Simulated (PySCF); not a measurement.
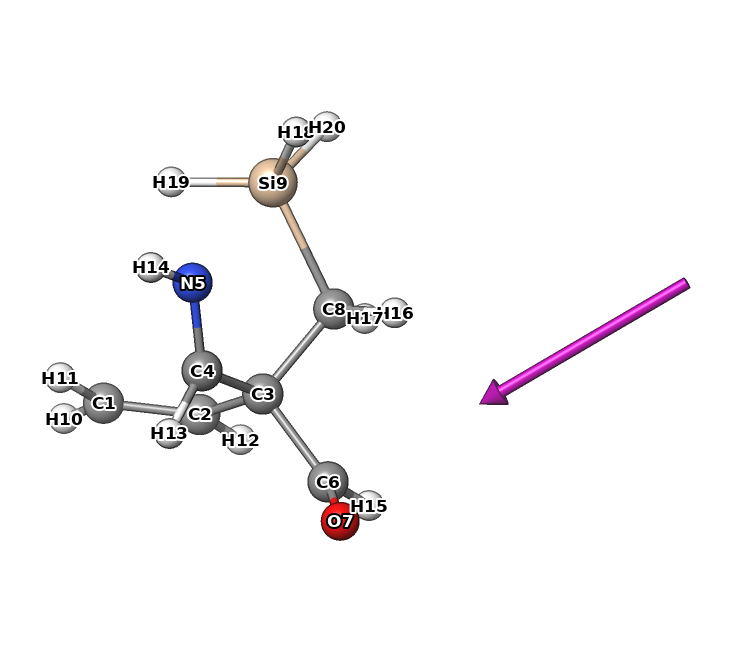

The arrow beside the molecule shows the direction of the dipole moment, from the negative to the positive end (its length means nothing). The computed structure is the end point of a GFN2-xTB optimisation. No frequency run is at hand to confirm it as a minimum. Properties computed with PBE0/pcSseg-1, gas phase (PySCF 2.14.0).

Estimate the dipole moment.

2.37 D; it points from the side of H18, H20 to the side of H10 (the outermost atoms at the two ends).

The geometry is semi-empirical. Around Si such bond lengths and angles can be off by a tenth of an ångström or more and by several degrees, and values that hang on the shape move with them.
